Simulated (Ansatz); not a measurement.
System: AgClH₃Si (charge +1).

Input file:

```
crystal:
  periodic: [false, false, false]
  atoms:
    - {symbol: Ag, position_ang: [-0.275533, -0.542982, -2.995652]}
    - {symbol: Si, position_ang: [0.205595, 0.116719, 0.761580]}
    - {symbol: Cl, position_ang: [-1.250159, 0.031702, -0.823397]}
    - {symbol: H, position_ang: [1.201012, 1.099231, 0.295951]}
    - {symbol: H, position_ang: [0.729728, -1.257565, 0.855644]}
    - {symbol: H, position_ang: [-0.610644, 0.552794, 1.905874]}
basis:
  gaussian: {orbitals: "def2-TZVPPD.json"}
total_charge: 1
hamiltonian: {xc: pbe0, dispersion: d4}
output: {orbitals: {seedname: orbitals}}
```

Run with:

```sh
ansatz run in.yaml --threads 4 --pin off --events-out ev --progress --plain --max-ram 9574MiB
```

Geometry: PBE0-D4/def2-TZVP; core potentials replace the inner electrons of Ag.

Method: Ansatz 0.2.0, RKS PBE0-D4/def2-TZVPPD.

What will maps of the electron density and electron localisation function show?

Answer. Si–Cl (2.15 Å): ρ at the midpoint is about 0.74 e/Å³; the ELF peaks at about 0.90 between the atoms (a shared but strongly polarised pair).
Ag–Cl (2.45 Å): the density is about 0.43 e/Å³ at the midpoint; the ELF peaks at about 0.85 in the valence shell of Cl, 0.8 Å from its nucleus, and is about 0.20 at the midpoint.
Si–H (1.47 Å): ρ is about 0.86 e/Å³ halfway; the ELF climbs to about 1 towards the hydrogen, as it does in any bond to H.

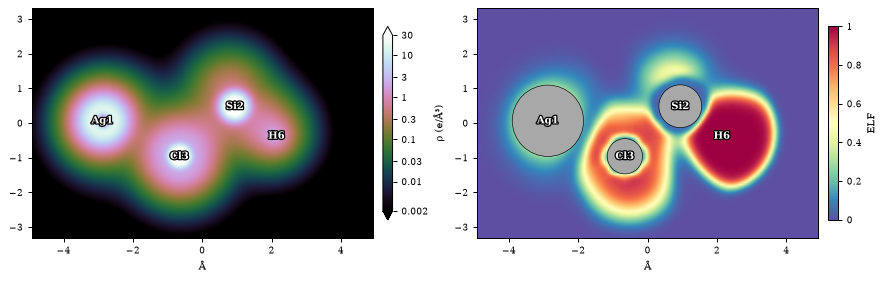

Computed electron density and electron localisation function on the plane of atoms Cl3, Si2 and H6, in this order. Grey discs cover the atomic cores in the ELF map. 
